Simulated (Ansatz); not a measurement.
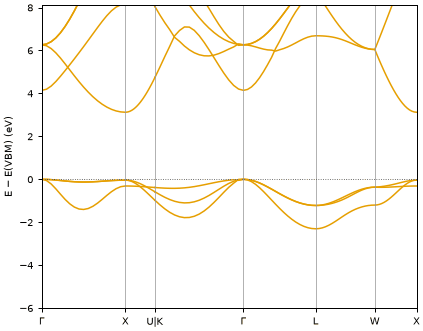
Band structure from LDA in the plane-wave PAW code Ansatz

Question: Read off the gap and where the band edges lie.

Answer: About 3.1 eV (3.12 eV by a search for the band edges); maximum at Γ, minimum at X.

The material is SrO (rock salt, Fm-3m).

The cell was relaxed with LDA under the symmetry of its start; phonons on a q-mesh show no instability. Spin–orbit coupling is left out wherever it is not named.

Potentials: the later of the program's two PAW sets.
